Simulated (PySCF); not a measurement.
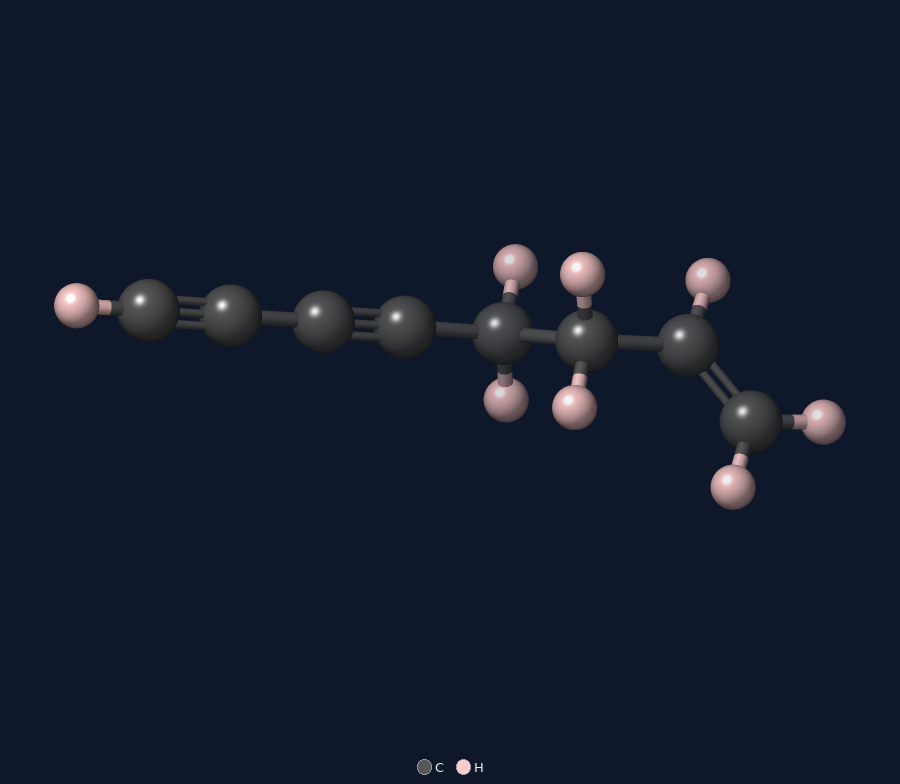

Rendered structure (ball-and-stick style).

Computed geometry: GFN2-xTB optimisation. No frequency run is at hand to confirm it as a minimum.

What is the molecular formula?

C8H8, 16 atoms: 8 carbon and 8 hydrogen.

Count the bonded pairs by element.

8 C–H, 7 C–C.

Give the symmetry (Schoenflies symbol).

C1.

The parts below concern this one geometry. Atoms keep their numbers from picture to picture.

**Geometry**

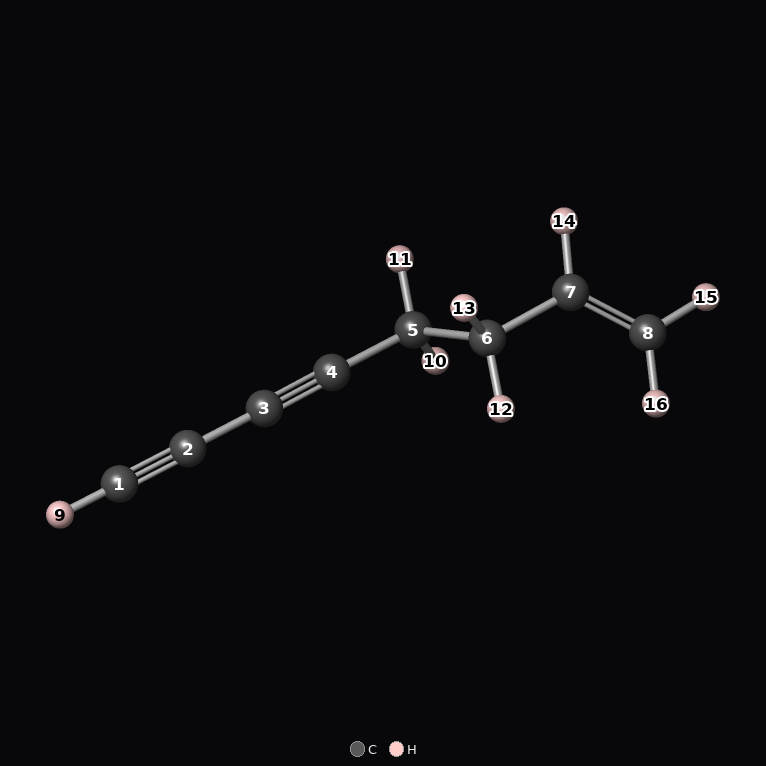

No frequency run is at hand to confirm it as a minimum.

What is the geometry at C8?

C8 has 3 neighbours (C7 at 1.32, H15 at 1.08, H16 at 1.08 Å); the arrangement is trigonal planar.

What is the geometry at C6?

C6 has 4 neighbours (C5 at 1.54, C7 at 1.49, H12 at 1.09, H13 at 1.09 Å); the arrangement is tetrahedral.

How are the neighbours of atom 1 arranged?

C1 has 2 neighbours (C2 at 1.20, H9 at 1.05 Å); the arrangement is linear.

How are the neighbours of atom 3 arranged?

C3 has 2 neighbours (C2 at 1.36, C4 at 1.21 Å); the arrangement is linear.

What is the dihedral angle C4–C5–C6–C7?

179° in size, that is anti.

**NMR shielding**

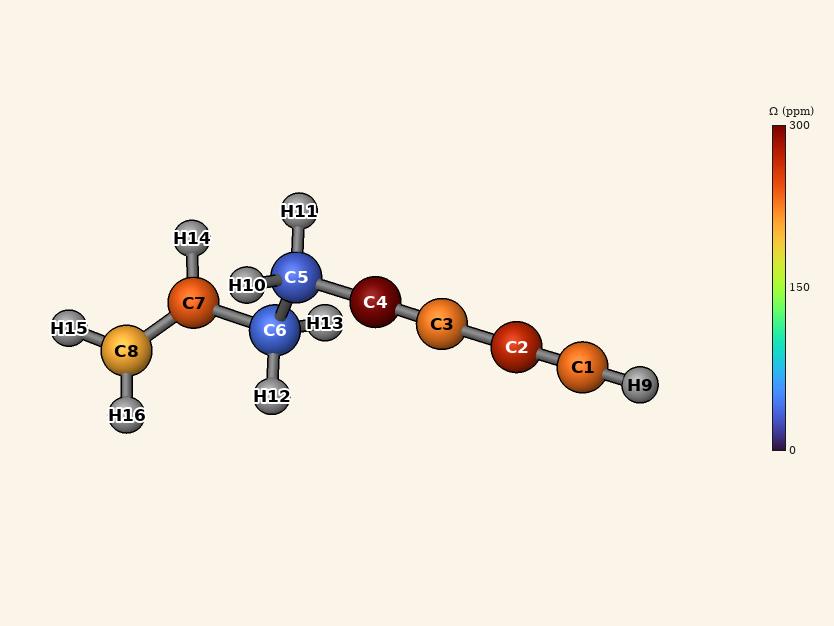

The C atoms are coloured by the span of their shielding tensor. No frequency run is at hand to confirm it as a minimum. Properties computed with GIAO PBE0/pcSseg-1 NMR shielding, non-relativistic, gas phase (PySCF 2.14.0). Principal shieldings σ11 ≤ σ22 ≤ σ33, span Ω = σ33 − σ11, skew κ = 3(σiso − σ22)/Ω.

Which C atom has the most anisotropic shielding?

C4, with a span of 298 ppm.

Give the shielding tensors of the C atoms.

```json
{"atom": "C1", "σ11": "38.7", "σ22": "39.4", "σ33": "269.3", "σiso": "115.8", "Ω": "230.6", "κ": "0.99"}
{"atom": "C2", "σ11": "23.4", "σ22": "23.6", "σ33": "290.8", "σiso": "112.6", "Ω": "267.3", "κ": "1.00"}
{"atom": "C3", "σ11": "38.0", "σ22": "39.2", "σ33": "263.1", "σiso": "113.4", "Ω": "225.1", "κ": "0.99"}
{"atom": "C4", "σ11": "3.9", "σ22": "9.6", "σ33": "301.9", "σiso": "105.1", "Ω": "298.0", "κ": "0.96"}
{"atom": "C5", "σ11": "147.7", "σ22": "161.4", "σ33": "182.0", "σiso": "163.7", "Ω": "34.3", "κ": "0.20"}
{"atom": "C6", "σ11": "128.5", "σ22": "142.4", "σ33": "167.4", "σiso": "146.1", "Ω": "38.9", "κ": "0.28"}
{"atom": "C7", "σ11": "−82.4", "σ22": "48.6", "σ33": "155.6", "σiso": "40.6", "Ω": "238.1", "κ": "−0.10"}
{"atom": "C8", "σ11": "−48.5", "σ22": "82.4", "σ33": "157.2", "σiso": "63.7", "Ω": "205.7", "κ": "−0.27"}
```

Shieldings and span in ppm.

**Charges**

The questions are on ESP-fitted charges. No frequency run is at hand to confirm it as a minimum. Level of theory: PBE0/pcSseg-1, gas phase (PySCF 2.14.0).

List the ESP-fitted charges.

```
atom  value (e)
  C1      −0.50
  C2       0.25
  C3      −0.27
  C4       0.02
  C5      −0.07
  C6       0.09
  C7      −0.19
  C8      −0.47
  H9       0.33
 H10       0.10
 H11       0.08
 H12       0.05
 H13       0.04
 H14       0.15
 H15       0.20
 H16       0.20
```

**Polarisability**

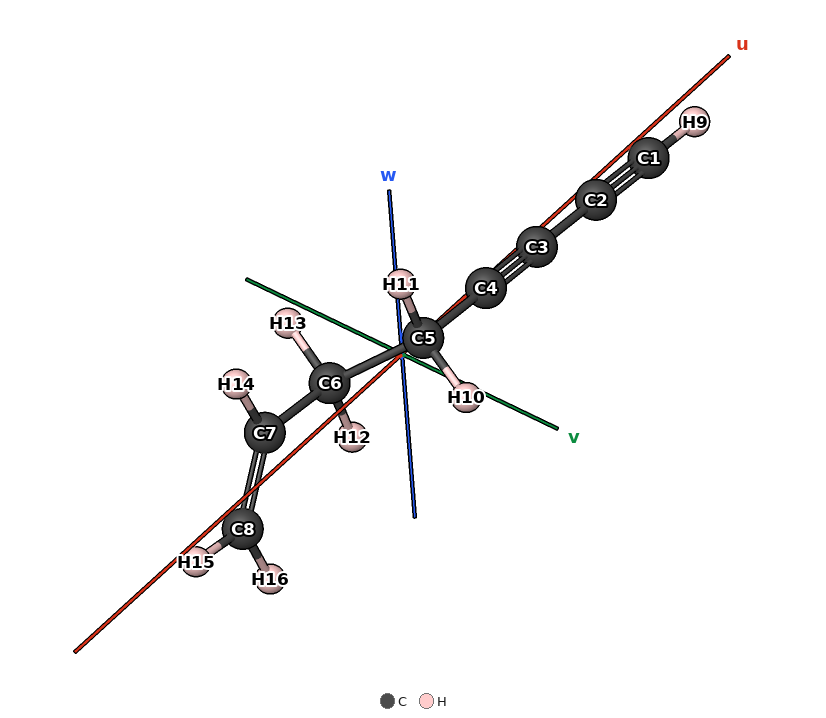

The lines u, v and w are the principal axes of the static dipole polarisability. No frequency run is at hand to confirm it as a minimum. Level of theory: PBE0/def2-SVPD (PySCF 2.14.0).

Along which axis is the molecule most polarisable, and along which least?

Most along u (nearly parallel to the C1–C2 bond), least along v.

Give the three principal values.

u 172.8, v 64.0, w 72.2 bohr³; mean 103.0, anisotropy 104.9 bohr³.
